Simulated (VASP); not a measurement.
# La2Sb with and without spin-orbit coupling, part 2 of 5

What does spin-orbit coupling change in La2Sb, and what does it cost? All runs use PBEsol. The start is a cell from a database of measured crystal structures.

VASP 6.6.1, plane waves and PAW; the level of theory is named at each step.

Still holding for the runs below: The k-mesh is coarse for a metal.

So far. Step 2 (Reference run): The pressure is -1.60 GPa and the largest force 0.072 eV/Å, so the cell is not at a minimum at these settings.

## Step 3: Band structure (PBEsol)

Level of this step: PBEsol; plane waves and PAW (La, Sb) (VASP).

The mesh alone shows little of the dispersion and can miss band extrema, so KPOINTS_OPT adds a path through the symmetry points after the self-consistent cycle.

The input, INCAR:

```
SYSTEM = La2Sb
PREC = Accurate
ENCUT = 400
EDIFF = 1E-06
NELM = 100
ISMEAR = -1
SIGMA = 0.05
LREAL = .FALSE.
ALGO = Normal
GGA = PS
NBANDS = 43
LASPH = .TRUE.
LORBIT = 11
LWAVE = .FALSE.
LCHARG = .FALSE.
KPAR = 4
```

The input, POSCAR:

```
La2Sb
1.0
    0.0000000000     -4.6290000000      0.0000000000
   -4.6290000000      0.0000000000      0.0000000000
    2.3145000000     -2.3145000000     -9.0490000000
La Sb
4 2
Direct
    0.5000000000      0.0000000000      0.0000000000
    0.0000000000      0.5000000000      0.0000000000
    0.3203000000      0.6797000000      0.3594000000
    0.6797000000      0.3203000000      0.6406000000
    0.1377000000      0.8623000000      0.7246000000
    0.8623000000      0.1377000000      0.2754000000
```

The input, KPOINTS:

```
Automatic mesh
0
Gamma
6 6 6
0 0 0
```

The input, KPOINTS_OPT:

```
Line mode
16
Line-mode
Reciprocal
  0.00000000   0.00000000   0.00000000 GAMMA
 -0.50000000  -0.50000000   0.00000000 X

 -0.50000000  -0.50000000   0.00000000 X
 -0.46728980  -0.53271020   0.03271020 Y

 -0.46728980  -0.53271020   0.03271020 Y
  0.00000000  -0.53271020   0.26635510 S

  0.00000000  -0.53271020   0.26635510 S
  0.00000000   0.00000000   0.00000000 GAMMA

  0.00000000   0.00000000   0.00000000 GAMMA
  0.00000000   0.00000000  -0.50000000 Z

  0.00000000   0.00000000  -0.50000000 Z
  0.00000000  -0.46728980  -0.26635510 S1

  0.00000000  -0.46728980  -0.26635510 S1
  0.00000000  -0.50000000   0.00000000 N

  0.00000000  -0.50000000   0.00000000 N
 -0.50000000  -0.50000000  -0.25000000 P

 -0.50000000  -0.50000000  -0.25000000 P
 -0.46728980  -0.46728980  -0.50000000 Y1

 -0.46728980  -0.46728980  -0.50000000 Y1
  0.00000000   0.00000000  -0.50000000 Z

 -0.50000000  -0.50000000   0.00000000 X
 -0.50000000  -0.50000000  -0.25000000 P
```

PAW data sets: La and Sb (PBE family, release 64).

Run with:

```sh
$ mpirun -np 4 vasp_std
```

The log of the run:

```text
[banner, memory and clock lines left out]
running    4 mpi-ranks, on    1 nodes
 distrk:  each k-point on    1 cores,    4 groups
 distr:  one band on    1 cores,    1 groups

 POSCAR found type information on POSCAR LaSb
 POSCAR found :  2 types and       6 ions
 [... a notice as in an earlier step ...]

 LDA part: xc-table for (Slater+PW92), standard interpolation
 POSCAR, INCAR and KPOINTS ok, starting setup
 FFT: planning ... GRIDC
 FFT: planning ... GRID_SOFT
 FFT: planning ... GRID
 WAVECAR not read
 entering main loop
       N       E                     dE             d eps       ncg     rms          rms(c)
DAV:   1     0.631442980811E+03    0.63144E+03   -0.15202E+04  2580   0.132E+03
DAV:   2     0.853111956548E+02   -0.54613E+03   -0.52436E+03  3756   0.314E+02
DAV:   3    -0.236532606741E+02   -0.10896E+03   -0.10634E+03  3956   0.179E+02
DAV:   4    -0.351365473091E+02   -0.11483E+02   -0.11173E+02  4860   0.640E+01
DAV:   5    -0.371795070002E+02   -0.20430E+01   -0.19821E+01  5112   0.271E+01    0.821E+00
DAV:   6    -0.366087230422E+02    0.57078E+00   -0.38596E+01  5104   0.216E+01    0.516E+00
DAV:   7    -0.360873865653E+02    0.52134E+00   -0.84261E+00  4981   0.182E+01    0.303E+00
DAV:   8    -0.361593427505E+02   -0.71956E-01   -0.25742E+00  4920   0.653E+00    0.149E+00
DAV:   9    -0.360741018558E+02    0.85241E-01   -0.90315E-01  5128   0.428E+00    0.423E-01
DAV:  10    -0.360765386742E+02   -0.24368E-02   -0.53140E-02  4728   0.135E+00    0.169E-01
DAV:  11    -0.360770621041E+02   -0.52343E-03   -0.91593E-03  5144   0.517E-01    0.874E-02
DAV:  12    -0.360771714239E+02   -0.10932E-03   -0.19665E-03  5136   0.267E-01    0.511E-02
DAV:  13    -0.360772246004E+02   -0.53176E-04   -0.54976E-04  5152   0.130E-01    0.347E-02
DAV:  14    -0.360772593049E+02   -0.34705E-04   -0.31111E-04  4976   0.757E-02    0.157E-02
DAV:  15    -0.360772692829E+02   -0.99779E-05   -0.94129E-05  4784   0.517E-02    0.999E-03
DAV:  16    -0.360772767799E+02   -0.74971E-05   -0.81740E-05  4952   0.343E-02    0.304E-03
DAV:  17    -0.360772778101E+02   -0.10302E-05   -0.14083E-05  4184   0.217E-02    0.194E-03
DAV:  18    -0.360772784467E+02   -0.63654E-06   -0.50267E-06  3464   0.969E-03
   1 F= -.36077278E+02 E0= -.36042643E+02  d E =-.692707E-01
 Start KPOINTS_OPT (optional k-point list driver)
k-point batch [1-30\176]
       N       E                     dE             ncg
DAV:   1     0.114874115851E+05   -0.21425E+05     2580
DAV:   2    -0.411420334743E+04   -0.15602E+05     3628
DAV:   3    -0.794971477677E+04   -0.38355E+04     4012
DAV:   4    -0.834102427038E+04   -0.39131E+03     4761
DAV:   5    -0.839725335470E+04   -0.56229E+02     5152
DAV:   6    -0.840843507518E+04   -0.11182E+02     5000
DAV:   7    -0.841120843089E+04   -0.27734E+01     5160
DAV:   8    -0.841190357993E+04   -0.69515E+00     4992
DAV:   9    -0.841209509968E+04   -0.19152E+00     5160
DAV:  10    -0.841214705887E+04   -0.51959E-01     5008
DAV:  11    -0.841216166413E+04   -0.14605E-01     5160
DAV:  12    -0.841216553721E+04   -0.38731E-02     4600
DAV:  13    -0.841216658310E+04   -0.10459E-02     4184
DAV:  14    -0.841216685307E+04   -0.26997E-03     3768
DAV:  15    -0.841216692380E+04   -0.70736E-04     3720
DAV:  16    -0.841216694210E+04   -0.18300E-04     3696
DAV:  17    -0.841216694640E+04   -0.42997E-05     3352
DAV:  18    -0.841216694723E+04   -0.82494E-06     2952
[...]
k-point batch [151-176\176]
       N       E                     dE             ncg
DAV:   1     0.149387465105E+05   -0.18392E+05     2236
DAV:   2     0.144016627956E+04   -0.13499E+05     3116
DAV:   3    -0.195052280641E+04   -0.33907E+04     3492
DAV:   4    -0.229894691365E+04   -0.34842E+03     4137
DAV:   5    -0.234903881718E+04   -0.50092E+02     4472
DAV:   6    -0.235935889182E+04   -0.10320E+02     4376
DAV:   7    -0.236194764804E+04   -0.25888E+01     4472
DAV:   8    -0.236262509681E+04   -0.67745E+00     4360
DAV:   9    -0.236282024013E+04   -0.19514E+00     4472
DAV:  10    -0.236287514681E+04   -0.54907E-01     4368
DAV:  11    -0.236289106342E+04   -0.15917E-01     4472
DAV:  12    -0.236289544439E+04   -0.43810E-02     4056
DAV:  13    -0.236289667654E+04   -0.12321E-02     3608
DAV:  14    -0.236289701216E+04   -0.33563E-03     3328
DAV:  15    -0.236289710516E+04   -0.92996E-04     3112
DAV:  16    -0.236289713080E+04   -0.25640E-04     3008
DAV:  17    -0.236289713758E+04   -0.67749E-05     2792
DAV:  18    -0.236289713937E+04   -0.17902E-05     2600
DAV:  19    -0.236289713975E+04   -0.38187E-06     2392
```

The job ended after 5.7 min (4 MPI ranks of Intel Xeon Platinum 8559C (Emerald Rapids), shared host; peak memory 1.6 GiB; 23 min of CPU time).

Parts of OUTCAR (step 3):

```text
The static configuration has the point symmetry D_4h.

 Found     30 irreducible k-points:

   k-points           NKPTS =     30   k-points in BZ     NKDIM =     30   number of bands    NBANDS=     43

   NELECT =      54.0000    total number of electrons

 E-fermi :   8.1852

 k-point     1 :       0.0000    0.0000    0.0000
  band No.  band energies     occupation
    ...
     25       7.0889      2.00000
     26       7.2960      2.00000
     27       7.5022      2.00000
     28       7.8630      1.99682
     29       8.1574      1.27092
     30       8.7823      0.00001
     31       8.7823      0.00001
     32       9.4950      0.00000
     33       9.6890      0.00000
     34       9.7027      0.00000
    ...

 k-point     2 :       0.1667    0.0000    0.0000
  band No.  band energies     occupation
    ...
     24       6.6066      2.00000
     25       6.7948      2.00000
     26       7.6809      1.99992
     27       7.7068      1.99986
     28       7.9712      1.97269
     29       8.4732      0.00628
     30       8.6458      0.00020
     31       8.8455      0.00000
     32       9.4281      0.00000
     33       9.7158      0.00000
    ...

  Total       -2.0835817     -2.0835817     -1.6427097      0.0000000      0.0000000      0.0000000
  in kB      -17.2165515    -17.2165515    -13.5736439      0.0000000      0.0000000      0.0000000
  external PRESSURE =     -16.0022490 kB  Pullay stress =       0.0000000 kB

 POSITION                                       TOTAL-FORCE (eV/Angst)
 -----------------------------------------------------------------------------------
      0.00000     -2.31450      0.00000        -0.000000      0.000000      0.000000
     -2.31450      0.00000      0.00000         0.000000     -0.000000      0.000000
     -2.31450     -2.31450     -3.25221        -0.000000      0.000000      0.072006
     -0.00000     -4.62900     -5.79679         0.000000     -0.000000     -0.072006
     -2.31450     -2.31450     -6.55691        -0.000000      0.000000     -0.057938
     -0.00000     -4.62900     -2.49209         0.000000     -0.000000      0.057938
 -----------------------------------------------------------------------------------
    total drift:                                0.000000     -0.000000     -0.000000

  FREE ENERGIE OF THE ION-ELECTRON SYSTEM (eV)
  ---------------------------------------------------
  free  energy   TOTEN  =       -36.0772784467 eV

  energy  without entropy=      -36.0080077517  energy(sigma->0) =      -36.04264310

 total charge
# of ion       s       p       d       f       tot
--------------------------------------------------
    1        2.056   5.551   0.978   0.132   8.716
    2        2.056   5.551   0.978   0.132   8.716
    3        2.030   5.621   0.735   0.085   8.471
    4        2.030   5.621   0.735   0.085   8.471
    5        1.113   1.378   0.021   0.000   2.512
    6        1.113   1.378   0.021   0.000   2.512
--------------------------------------------------
tot         10.398  25.099   3.468   0.435  39.400

[... 7 parts as in an earlier step ...]

[... 5 further parts left out ...]
```

Spin-orbit coupling is off here; with elements this heavy it splits and shifts levels by tenths of an eV or more. The cell is typed on its shortest vectors, so the axes of tensors and the coordinates of k-points follow the printed cell and not the standard setting.

This step gave:

```yaml
scf_cycles: 18
bands: 43
pressure: -1.600 GPa
```

Electronic bands along the path, in eV, zero at the Fermi level; # counts the bands kept, so #1 is VASP's band 17:

```tsv
point	#8	#9	#10	#11	#12	#13	#14	#15
Γ	-1.10	-1.10	-0.89	-0.68	-0.32	-0.03	0.60	0.60
X	-1.69	-1.24	-0.31	-0.09	0.12	0.24	1.09	1.49
Y	-1.73	-1.22	-0.31	-0.08	0.10	0.28	1.04	1.47
S	-1.89	-0.29	-0.01	0.00	0.48	0.87	1.08	1.22
Γ	-1.10	-1.10	-0.89	-0.68	-0.32	-0.03	0.60	0.60
Z	-0.92	-0.89	-0.77	-0.77	-0.45	0.52	0.97	0.97
S1	-1.89	-0.29	-0.01	0.00	0.48	0.87	1.08	1.22
N	-1.92	-0.14	-0.04	-0.02	0.46	0.66	1.02	1.33
P	-1.80	-1.04	-0.23	-0.23	0.20	0.20	1.04	1.49
Y1	-1.73	-1.22	-0.31	-0.08	0.10	0.28	1.04	1.47
Z	-0.92	-0.89	-0.77	-0.77	-0.45	0.52	0.97	0.97
jump to X	-1.69	-1.24	-0.31	-0.09	0.12	0.24	1.09	1.49
P	-1.80	-1.04	-0.23	-0.23	0.20	0.20	1.04	1.49
```

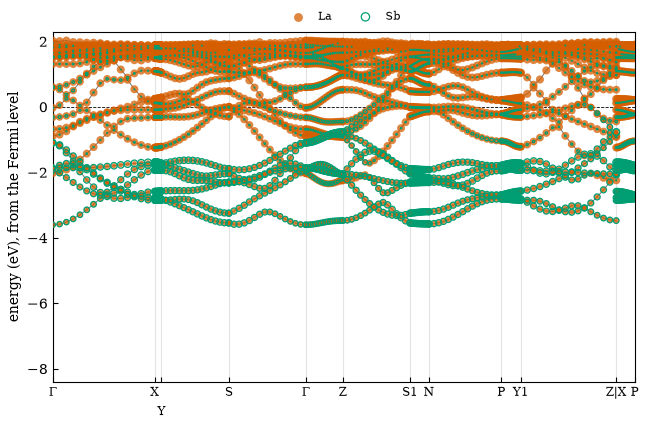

Electronic bands along the path; dots are coloured as in the legend, and their area grows with the weight.

Force by atom:

```tsv
atom	x (eV/Å)	y (eV/Å)	z (eV/Å)	size
La1	0.0000	0.0000	0.0000	0.0000
La2	0.0000	0.0000	0.0000	0.0000
La3	0.0000	0.0000	0.0720	0.0720
La4	0.0000	0.0000	-0.0720	0.0720
Sb5	0.0000	0.0000	-0.0579	0.0579
Sb6	0.0000	0.0000	0.0579	0.0579
```

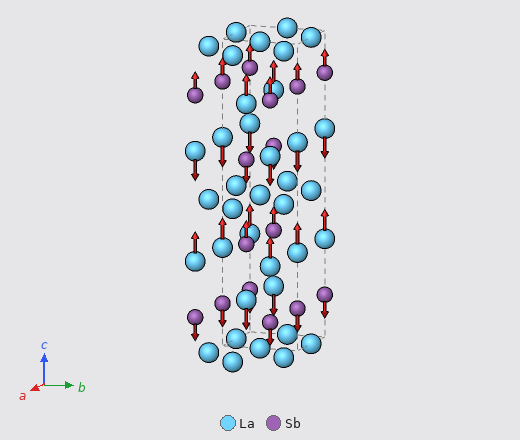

Force as arrows, the longest 0.0720 eV/Å. 2×1×1 conventional cells are drawn. Some periodic images of atoms are drawn too.

There is no gap at this level.

(Continued in part 3 of 5.)

[Lines on the potential files, build, host, timing and source positions are cut from VASP's logs without a mark.]

[Logs are printed without paths, hosts, clocks, repeated set-up lines and the standing remarks that a program may print on its own settings, such as how far it seeks lower states.]

[Hosts, paths, dates, database ids (printed as entryN), source tags and the programs' standing remarks are cut or masked in the printed files.]

[A measured line is paired with the nearest computed mode of its activity, which favours agreement.]
